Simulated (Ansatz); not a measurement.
Saddle-point search of SiNH₇O₂

System: SiNH₇O₂.
Method: RKS wB97X-V/pcseg-2 (Ansatz 0.2.0).

The run did not end well.

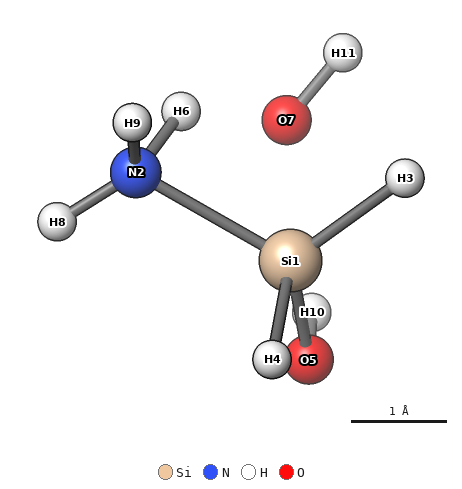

Fig. 1: The input geometry (ball-and-stick view, seen at a tilt; atoms are numbered from 1 in the order of the input). Bond lengths as drawn: H–N 1.00 to 1.17 Å, H–O 0.94 to 1.04 Å, H–Si 1.57 Å, N–Si 1.89 Å and O–Si 1.53 Å.

Input file:
```yaml
crystal:
  periodic: [false, false, false]
  atoms:
    - {symbol: Si, position_ang: [-0.589635, 0.533021, -0.109795]}
    - {symbol: N, position_ang: [-0.285298, -1.253632, 0.414992]}
    - {symbol: H, position_ang: [-0.580219, 0.659834, -1.676448]}
    - {symbol: H, position_ang: [-2.125263, 0.594981, 0.227302]}
    - {symbol: O, position_ang: [-0.195047, 1.709939, 0.780868]}
    - {symbol: H, position_ang: [0.774302, -0.991392, 0.001887]}
    - {symbol: O, position_ang: [1.456683, 0.163899, -0.420403]}
    - {symbol: H, position_ang: [-0.353918, -1.432827, 1.402228]}
    - {symbol: H, position_ang: [-0.739256, -1.914897, -0.185056]}
    - {symbol: H, position_ang: [0.846328, 1.772885, 0.797188]}
    - {symbol: H, position_ang: [1.669049, 0.080033, -1.333693]}
basis:
  gaussian: {orbitals: pcseg-2}
hamiltonian: {xc: {name: wB97X-V}}
saddle:
  f_tol: 0.02
  max_steps: 40
  mode_guess:
    - [0.2748, 0.1075, -0.1381]
    - [0.0815, -0.0598, 0.0078]
    - [-0.0404, 0.0234, -0.1105]
    - [0.1930, -0.0718, -0.0327]
    - [0.0191, 0.0644, 0.0532]
    - [-0.4525, -0.5543, 0.3571]
    - [-0.1862, 0.2894, -0.0997]
    - [0.0517, -0.0096, 0.0114]
    - [0.0677, -0.0291, -0.0209]
    - [0.0280, 0.0543, 0.0168]
    - [-0.0366, 0.1856, -0.0442]
```

Launched with:
```bash
ansatz run in.yaml --threads 4 --pin off --events-out ev --progress --plain --max-ram 9574MiB
```

Output:
```
Functional definition: wB97X-V
  name "wB97X-V"
  cite "Mardirossian & Head-Gordon, Phys. Chem. Chem. Phys. 16, 9904 (2014) doi:10.1039/C3CP54374A"
  cite "Becke, J. Chem. Phys. 107, 8554 (1997) doi:10.1063/1.475007"
  cite "Vydrov & Van Voorhis, J. Chem. Phys. 133, 244103 (2010) doi:10.1063/1.3521275"
  parameter omega = 0.3/bohr
  parameter cx = 0.167
  parameter cx1 = 0.603
  parameter cx2 = 1.194
  parameter css0 = 0.556
  parameter css1 = -0.257
  parameter cos0 = 1.219
  parameter cos1 = -1.850
  parameter b = 6.0
  parameter c = 0.01
  exchange = spin_sum(e_x_unif_sr(omega)*poly(b97_u_x, 1 - cx, cx1, cx2)) + cx*exact_x_sr(omega) + exact_x_lr(omega)
  correlation = spin_sum(e_c_pw_same_spin*poly(b97_u_same, css0, css1))
      + integral(e_c_pw_opposite_spin*poly(b97_u_opposite, cos0, cos1)) + vv10(b, c)
1082 factors; their error is unknown
296 factors; integrals over basis functions are off by at most 4.3e-6 eV
mean field evaluation 1: about -13567.6083 eV, gradient 7.3e1 eV
mean field evaluation 2: about -13567.3186 eV, gradient 7.5e1 eV
mean field evaluation 4: about -13576.2434 eV, gradient 3.1e0 eV
mean field evaluation 8: about -13576.2609 eV, gradient 4.9e-2 eV
mean field evaluation 16: about -13576.2736 eV, gradient 5.5e-5 eV
mean field -13576.27358189 eV, -498.9188518055 hartree, gradient 9.7e-6 eV, S^2 0.000000; 0 other end points of the search recorded, 0 dependent functions left out
the calculation of the forces begins
reference -13576.27357962 eV, -498.9188517225 hartree; 22, 22 occupied and 200, 200 virtual orbitals, 1082 factors
these checks for a lower state are left out or cut short: stability, starts, cluster_reference, orbital_swaps, neighbouring_geometries, increment
1082 factors; their error is unknown
296 factors; integrals over basis functions are off by at most 4.3e-6 eV
mean field -13576.27845759 eV, -498.9190309843 hartree, gradient 2.7e-6 eV, S^2 0.000000; 0 other end points of the search recorded, 0 dependent functions left out
[... from here on the field's lines of each further geometry are left out, up to the last ...]
saddle step   1: F+E_penalty+E_count = -13576.27358189 eV  max|allowed force component| = 4.946e0 eV/Å  curvature = -5.9668 eV/Å²  mode residual = 3.86e0 eV/Å²  Δτ_max = 0.0000 Å  (1 rotations, 3 force calls, 76 SCF iters)  cluster: 3 rotations left out, max|force component along them| = 3.997e-8 eV/Å
saddle step   2: F+E_penalty+E_count = -13576.73984654 eV  max|allowed force component| = 1.981e0 eV/Å  curvature = -5.0055 eV/Å²  mode residual = 2.28e0 eV/Å²  Δτ_max = 0.1073 Å  (1 rotations, 3 force calls, 79 SCF iters)  cluster: 3 rotations left out, max|force component along them| = 4.358e-8 eV/Å
saddle step   3: F+E_penalty+E_count = -13576.85707742 eV  max|allowed force component| = 9.786e-1 eV/Å  curvature = -5.8560 eV/Å²  mode residual = 1.57e0 eV/Å²  Δτ_max = 0.1057 Å  (1 rotations, 3 force calls, 80 SCF iters)  cluster: 3 rotations left out, max|force component along them| = 9.042e-8 eV/Å
saddle step   4: F+E_penalty+E_count = -13576.89324233 eV  max|allowed force component| = 6.038e-1 eV/Å  curvature = -6.1534 eV/Å²  mode residual = 6.46e-1 eV/Å²  Δτ_max = 0.0234 Å  (1 rotations, 3 force calls, 81 SCF iters)  cluster: 3 rotations left out, max|force component along them| = 6.320e-8 eV/Å
saddle step   5: F+E_penalty+E_count = -13576.90537158 eV  max|allowed force component| = 1.729e-1 eV/Å  curvature = -6.4309 eV/Å²  mode residual = 7.56e-1 eV/Å²  Δτ_max = 0.0230 Å  (1 rotations, 3 force calls, 81 SCF iters)  cluster: 3 rotations left out, max|force component along them| = 6.013e-8 eV/Å
saddle step   6: F+E_penalty+E_count = -13576.90848597 eV  max|allowed force component| = 1.289e-1 eV/Å  curvature = -6.9073 eV/Å²  mode residual = 8.96e-1 eV/Å²  Δτ_max = 0.0186 Å  (1 rotations, 3 force calls, 82 SCF iters)  cluster: 3 rotations left out, max|force component along them| = 4.724e-8 eV/Å
saddle step   7: F+E_penalty+E_count = -13576.90964174 eV  max|allowed force component| = 8.619e-2 eV/Å  curvature = -7.1122 eV/Å²  mode residual = 1.02e0 eV/Å²  Δτ_max = 0.0175 Å  (1 rotations, 3 force calls, 82 SCF iters)  cluster: 3 rotations left out, max|force component along them| = 4.411e-8 eV/Å
saddle step   8: F+E_penalty+E_count = -13576.91015037 eV  max|allowed force component| = 6.354e-2 eV/Å  curvature = -7.2100 eV/Å²  mode residual = 7.60e-1 eV/Å²  Δτ_max = 0.0086 Å  (1 rotations, 3 force calls, 83 SCF iters)  cluster: 3 rotations left out, max|force component along them| = 4.035e-8 eV/Å
saddle step   9: F+E_penalty+E_count = -13576.91027160 eV  max|allowed force component| = 2.940e-2 eV/Å  curvature = -7.2026 eV/Å²  mode residual = 5.49e-1 eV/Å²  Δτ_max = 0.0022 Å  (1 rotations, 3 force calls, 83 SCF iters)  cluster: 3 rotations left out, max|force component along them| = 4.092e-8 eV/Å
saddle step  10: F+E_penalty+E_count = -13576.91033040 eV  max|allowed force component| = 1.505e-2 eV/Å  curvature = -7.1898 eV/Å²  mode residual = 4.30e-1 eV/Å²  Δτ_max = 0.0019 Å  (1 rotations, 5 force calls, 131 SCF iters)  cluster: 3 rotations left out, max|force component along them| = 4.108e-8 eV/Å
saddle step  11: F+E_penalty+E_count = -13576.91041030 eV  max|allowed force component| = 1.209e-2 eV/Å  curvature = -7.1197 eV/Å²  mode residual = 3.37e-1 eV/Å²  Δτ_max = 0.0064 Å  (1 rotations, 8 force calls, 203 SCF iters)  cluster: 3 rotations left out, max|force component along them| = 4.158e-8 eV/Å
```

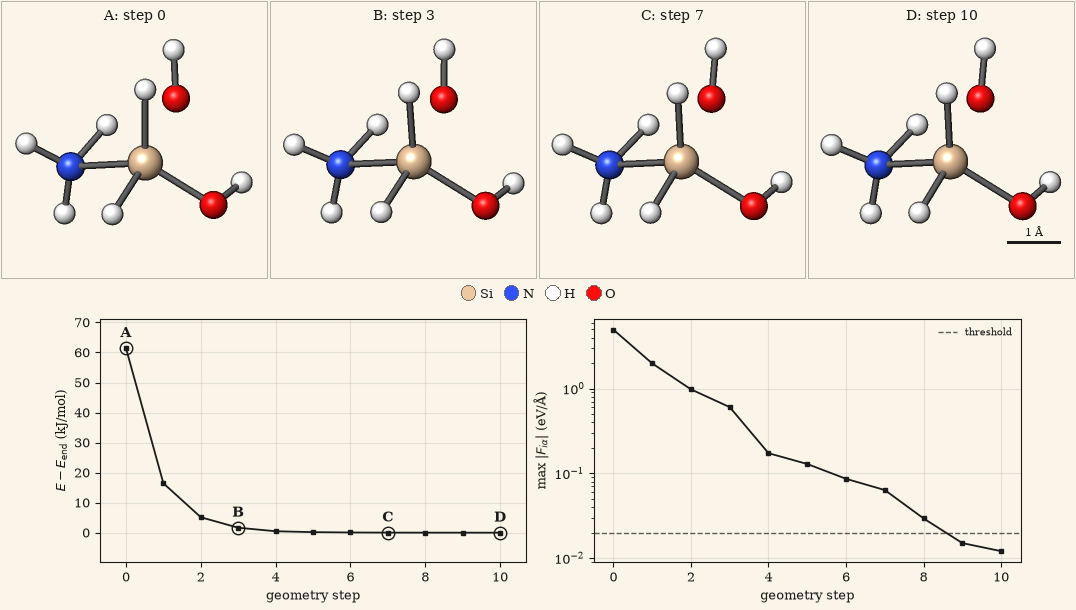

Fig. 2: Frames of the saddle-point search (ball-and-stick view, seen at a tilt) above the curves, on which the letters mark them (the first geometry is step 0 here and step 1 in the log).

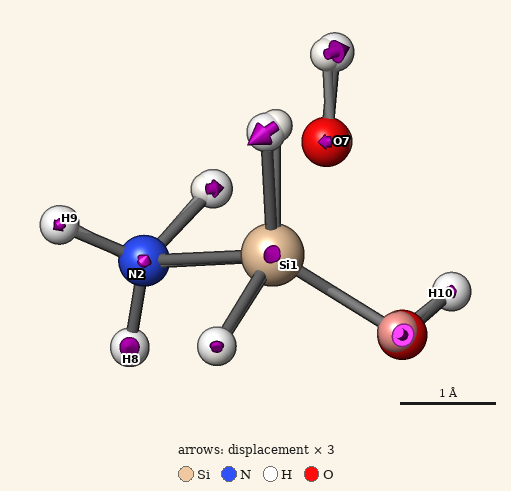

Fig. 3: Start (faint) and end (solid) with the displacements as pink arrows, magnified 3 times (ball-and-stick view, seen at a tilt). The two geometries are laid on each other by the best rigid fit. The run was cut off at its time limit before the program reported convergence, but its last step already meets the force threshold: the largest component is 0.012 eV/Å against 0.02 eV/Å. The energy falls by 61.4 kJ/mol in 10 geometry steps. The largest force component goes from 4.9 to 0.012 eV/Å. H3 moves most after the best rigid fit: 0.13 Å. Largest moves by element: H 0.13 Å, O 0.11 Å, Si 0.07 Å, N 0.05 Å. Among the contacts that change: Si1–O5 1.528 → 1.643 Å, Si1–H3 1.572 → 1.484 Å, O5–H10 1.043 → 0.962 Å, Si1–H4 1.573 → 1.499 Å. Among the angles that change: H8–N2–H9 116.1° → 109.0°, N2–Si1–O5 121.7° → 115.9°, H6–N2–H9 110.3° → 116.0°. (Atoms are counted from 1 in the order of the input.)

```
saddle search: the force at step 12 is within saddle.f_tol, and the search now checks the order of the point unasked, as it does wherever a lone molecule whose rigid rotations it leaves out would converge (saddle.isolated_cluster): at most 100 rotations across the mode and 202 force calls, two more next to a line or behind a second negative curvature, two more where it reads a positive, two for each turn that reads one and six more at each negative that it reads, and up to 22 at one that stands (24 where saddle.amplitude is under 0.005 Å), over each length that the point is read over (saddle.order_check: false declines the check)
saddle search: the rotation starts from a random direction (saddle.seed = 0)
the calculation of the forces begins
reference -13576.91035242 eV, -498.9422526911 hartree; 22, 22 occupied and 200, 200 virtual orbitals, 1082 factors
these checks for a lower state are left out or cut short: stability, starts, cluster_reference, orbital_swaps, neighbouring_geometries, increment
1082 factors; their error is unknown
296 factors; integrals over basis functions are off by at most 3.8e-6 eV
mean field -13576.91036291 eV, -498.9422530765 hartree, gradient 2.6e-6 eV, S^2 0.000000; 0 other end points of the search recorded, 0 dependent functions left out
the calculation of the forces begins
reference -13576.91036064 eV, -498.9422529930 hartree; 22, 22 occupied and 200, 200 virtual orbitals, 1082 factors
these checks for a lower state are left out or cut short: stability, starts, cluster_reference, orbital_swaps, neighbouring_geometries, increment
1082 factors; their error is unknown
296 factors; integrals over basis functions are off by at most 3.8e-6 eV
Error: SIGTERM received: run cancelled behind 702 evaluations of the mean field
```

Trajectory as extended XYZ (Å, eV, eV/Å), 9 of the 11 frames kept, from step=1 to step=11:
```
11
Properties=species:S:1:pos:R:3:forces:R:3 step=1 energy=-13576.27358
Si   -0.5896    0.5330   -0.1098   -2.5114  -2.9374  -4.3176
N    -0.2853   -1.2536    0.4150    1.1929   1.1344  -0.8540
H    -0.5802    0.6598   -1.6764   -0.2615  -0.3365   1.1784
H    -2.1253    0.5950    0.2273    0.8871  -0.3010  -0.3166
O    -0.1950    1.7099    0.7809    4.9462   3.5133   3.1521
H     0.7743   -0.9914    0.0019   -0.1496  -0.1617   0.6749
O     1.4567    0.1639   -0.4204   -0.7129  -0.2853   1.2188
H    -0.3539   -1.4328    1.4022   -0.1632  -0.3623   0.1485
H    -0.7393   -1.9149   -0.1851   -0.4892  -0.5039   0.1407
H     0.8463    1.7729    0.7972   -3.0199   0.0845  -0.0696
H     1.6690    0.0800   -1.3337    0.2815   0.1559  -0.9556
11
Properties=species:S:1:pos:R:3:forces:R:3 step=2 energy=-13576.73985
Si   -0.5892    0.5611   -0.1401   -1.0477  -1.7177  -1.9351
N    -0.2668   -1.2237    0.3596   -0.1936  -0.4109   0.6973
H    -0.6720    0.6190   -1.6560    0.1289  -0.0032   0.4997
H    -2.0896    0.5487    0.1814    0.5204   0.1289   0.0524
O    -0.0956    1.7266    0.8094   -1.3783   1.2622   1.3903
H     0.8213   -0.9740    0.0968   -0.2493  -0.4228  -0.5665
O     1.4415    0.1334   -0.3916    0.0270   0.4745  -0.3571
H    -0.3628   -1.4747    1.3376   -0.2079   0.2213   0.1012
H    -0.7978   -1.9150   -0.1659    0.3352   0.1405  -0.1454
H     0.8266    1.8246    0.7969    1.9807   0.3042  -0.0327
H     1.6621    0.0959   -1.3290    0.0846   0.0229   0.2959
11
Properties=species:S:1:pos:R:3:forces:R:3 step=3 energy=-13576.85708
Si   -0.6002    0.5469   -0.1444   -0.5457  -0.9357  -0.9786
N    -0.2657   -1.2287    0.3804   -0.2057  -0.3282  -0.2132
H    -0.6621    0.5946   -1.6433    0.0505  -0.0123   0.2350
H    -2.0831    0.5618    0.1977    0.3372   0.0422  -0.0024
O    -0.1099    1.7314    0.8217   -0.2977   0.8070   0.8354
H     0.8023   -0.9933   -0.0054   -0.0825  -0.0364   0.5331
O     1.4433    0.1498   -0.3856   -0.1393  -0.0480  -0.4759
H    -0.3968   -1.4527    1.3626    0.1432   0.1169  -0.0818
H    -0.7709   -1.9196   -0.1676   -0.0007   0.0853   0.0388
H     0.8336    1.8365    0.7974    0.6359   0.1178  -0.0329
H     1.6873    0.0951   -1.3145    0.1049   0.1913   0.1425
11
Properties=species:S:1:pos:R:3:forces:R:3 step=5 energy=-13576.90537
Si   -0.6222    0.5297   -0.1551    0.0111  -0.0925   0.0760
N    -0.2715   -1.2366    0.3726   -0.1729   0.0608   0.0462
H    -0.6661    0.5707   -1.6297   -0.0354   0.0392  -0.1604
H    -2.0790    0.5795    0.2113    0.0541  -0.0248  -0.0134
O    -0.1173    1.7272    0.8459    0.0893   0.0296   0.0575
H     0.8151   -0.9587    0.0171    0.0183  -0.1199   0.0587
O     1.4333    0.1343   -0.4155   -0.0576   0.0481  -0.0750
H    -0.4095   -1.4354    1.3576    0.0170   0.0110  -0.0490
H    -0.7723   -1.9247   -0.1787    0.0642  -0.0319   0.0316
H     0.8371    1.8386    0.8007   -0.0134   0.0044  -0.0201
H     1.7300    0.0973   -1.3271    0.0253   0.0761   0.0479
11
Properties=species:S:1:pos:R:3:forces:R:3 step=6 energy=-13576.90849
Si   -0.6283    0.5262   -0.1573    0.0489   0.0426   0.1289
N    -0.2791   -1.2347    0.3742    0.0234   0.0801  -0.0194
H    -0.6771    0.5778   -1.6342   -0.0119   0.0244  -0.1043
H    -2.0819    0.5775    0.2119    0.0228  -0.0031  -0.0021
O    -0.1112    1.7211    0.8488    0.0380  -0.0555  -0.0340
H     0.8198   -0.9536    0.0198   -0.0365  -0.0761   0.0106
O     1.4316    0.1331   -0.4191   -0.0837  -0.0135   0.0174
H    -0.4169   -1.4315    1.3579   -0.0060   0.0144   0.0306
H    -0.7682   -1.9329   -0.1731    0.0356  -0.0355  -0.0071
H     0.8433    1.8319    0.7941   -0.0518  -0.0156  -0.0168
H     1.7457    0.1068   -1.3240    0.0211   0.0378  -0.0038
11
Properties=species:S:1:pos:R:3:forces:R:3 step=7 energy=-13576.90964
Si   -0.6375    0.5240   -0.1573    0.0166   0.0856   0.0616
N    -0.2813   -1.2295    0.3747   -0.0395  -0.0373   0.0078
H    -0.6872    0.5903   -1.6396    0.0048   0.0081   0.0096
H    -2.0887    0.5816    0.2153    0.0088  -0.0092  -0.0034
O    -0.1092    1.7130    0.8527    0.0025  -0.0862  -0.0842
H     0.8256   -0.9484    0.0156    0.0030   0.0026  -0.0110
O     1.4253    0.1224   -0.4201    0.0438   0.0349  -0.0304
H    -0.4210   -1.4192    1.3597   -0.0173  -0.0038   0.0185
H    -0.7545   -1.9412   -0.1699   -0.0008  -0.0019   0.0178
H     0.8446    1.8192    0.7853   -0.0248  -0.0074   0.0056
H     1.7617    0.1097   -1.3174    0.0029   0.0147   0.0081
11
Properties=species:S:1:pos:R:3:forces:R:3 step=9 energy=-13576.91027
Si   -0.6377    0.5235   -0.1575   -0.0160   0.0294  -0.0106
N    -0.2829   -1.2300    0.3766    0.0136  -0.0050   0.0020
H    -0.6860    0.5941   -1.6400    0.0007  -0.0017   0.0165
H    -2.0890    0.5788    0.2144    0.0042  -0.0015  -0.0021
O    -0.1076    1.7087    0.8503   -0.0146  -0.0117  -0.0049
H     0.8243   -0.9477    0.0150   -0.0021  -0.0044   0.0009
O     1.4268    0.1250   -0.4220    0.0032  -0.0107   0.0043
H    -0.4247   -1.4172    1.3625    0.0018   0.0070  -0.0052
H    -0.7557   -1.9436   -0.1654   -0.0014  -0.0012   0.0033
H     0.8458    1.8134    0.7839    0.0079  -0.0036   0.0005
H     1.7645    0.1168   -1.3186    0.0028   0.0032  -0.0046
11
Properties=species:S:1:pos:R:3:forces:R:3 step=10 energy=-13576.91033
Si   -0.6382    0.5240   -0.1578   -0.0150   0.0039  -0.0125
N    -0.2825   -1.2296    0.3766    0.0067  -0.0026  -0.0011
H    -0.6862    0.5948   -1.6397    0.0012   0.0000   0.0068
H    -2.0894    0.5785    0.2138    0.0003  -0.0007  -0.0008
O    -0.1080    1.7079    0.8504    0.0050   0.0034   0.0043
H     0.8245   -0.9483    0.0147   -0.0052  -0.0010   0.0008
O     1.4269    0.1243   -0.4224    0.0094  -0.0025  -0.0029
H    -0.4245   -1.4153    1.3626    0.0019   0.0030   0.0000
H    -0.7557   -1.9436   -0.1645   -0.0028  -0.0023   0.0032
H     0.8457    1.8117    0.7843   -0.0034  -0.0034   0.0016
H     1.7651    0.1176   -1.3190    0.0019   0.0021   0.0005
11
Properties=species:S:1:pos:R:3:forces:R:3 step=11 energy=-13576.91041
Si   -0.6404    0.5244   -0.1592    0.0022   0.0003   0.0060
N    -0.2826   -1.2287    0.3761    0.0039   0.0087   0.0053
H    -0.6859    0.5962   -1.6403   -0.0005   0.0011  -0.0043
H    -2.0916    0.5780    0.2114   -0.0008   0.0005  -0.0006
O    -0.1087    1.7057    0.8515    0.0006  -0.0055  -0.0025
H     0.8230   -0.9490    0.0136   -0.0039  -0.0054  -0.0121
O     1.4285    0.1240   -0.4242   -0.0022   0.0025   0.0070
H    -0.4204   -1.4105    1.3635   -0.0005   0.0013   0.0010
H    -0.7583   -1.9447   -0.1600    0.0029  -0.0009  -0.0002
H     0.8455    1.8061    0.7865   -0.0017  -0.0010  -0.0010
H     1.7687    0.1203   -1.3200    0.0001  -0.0016   0.0014
```

What the run reported:

| quantity | value |
| --- | --- |
| outcome | stopped at the time limit |
| hardware | 4 threads of Arm Neoverse N1, 23 GiB of memory available, shared host |
| wall time | 13 min (CPU time 51 min) |
| peak memory | 0.69 GiB |

The run was cut off by its time limit, so the output is incomplete.
